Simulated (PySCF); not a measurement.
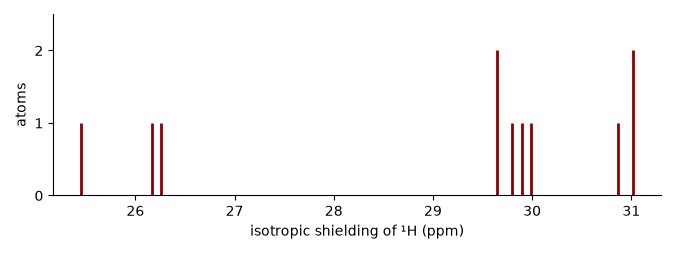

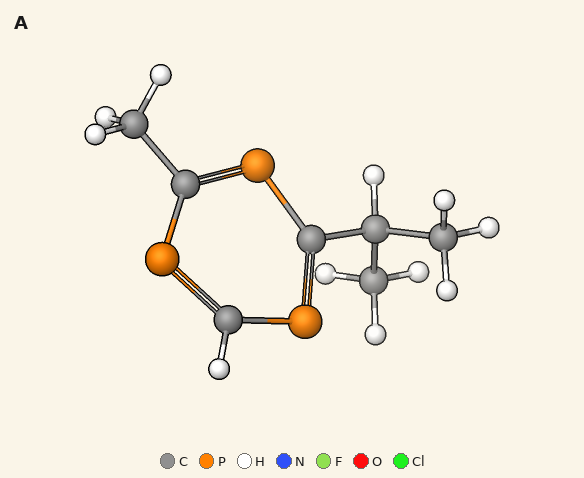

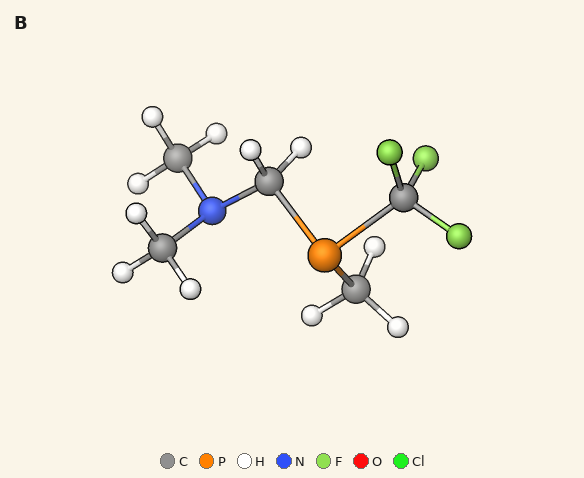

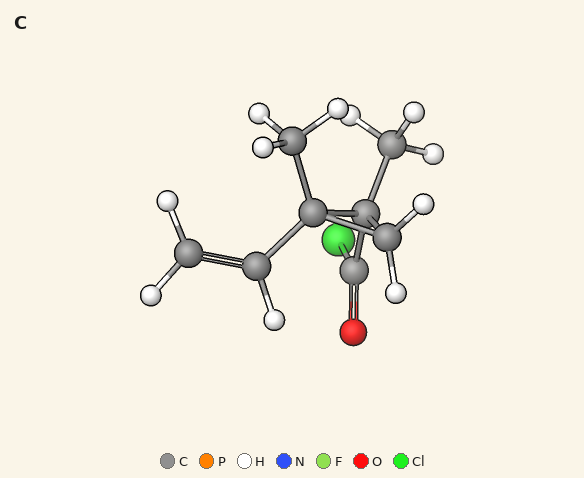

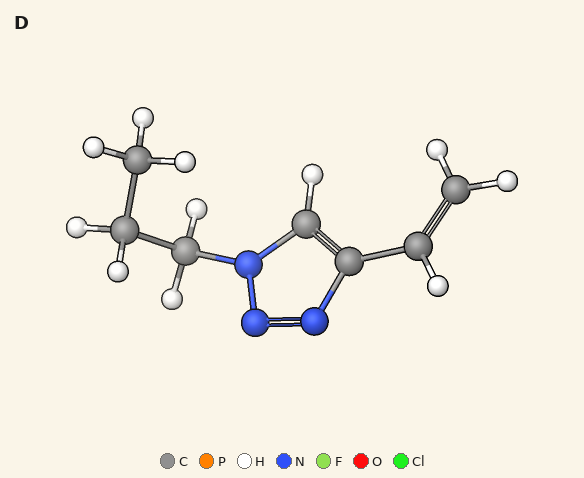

The sticks are computed shieldings of one of the molecules, for one fixed geometry (GFN2-xTB) without averaging over rotations. Low shielding means a high chemical shift. Method: GIAO PBE0/pcSseg-1 NMR shielding, non-relativistic, gas phase (PySCF 2.14.0).

**Match the spectrum to a structure.**

C, `C=C[C@@]1(C)C[C@@]1(C)C(=O)Cl`. Its 11 H atoms give lines at 25.45, 26.17, 26.26, 29.64 (2 atoms), 29.80, 29.90, 29.99, 30.87, 31.02 (2 atoms) ppm.

The geometry is semi-empirical. Around P such bond lengths and angles can be off by a tenth of an ångström or more and by several degrees, and values that hang on the shape move with them.
